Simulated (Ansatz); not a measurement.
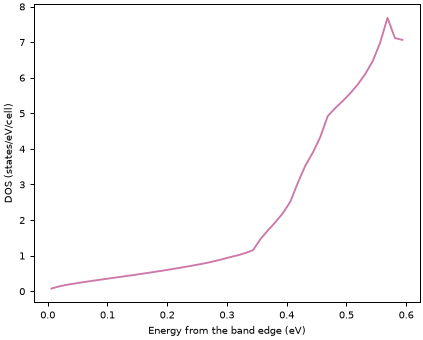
Figure: Density of states of GeSe₂ (I-42d) above the conduction band minimum, PBEsol, rigid bands in Ansatz (an electronic-structure program); cell volume 161.0 Å³.

**Question.** What effective density of states at 300 K does this give (∫ g(E) exp(−E/k_BT) dE, both spins, divided by the cell's size)?

**Answer.** 2.4e19 cm⁻³, a density-of-states mass of 0.96 mₑ, valleys and band degeneracy included.

Spin-orbit coupling is left out. Geometry: cell and atoms relaxed with PBEsol.

Computed structure, not matched to a measured one here, so possibly hypothetical: GeSe2 (I-42d).
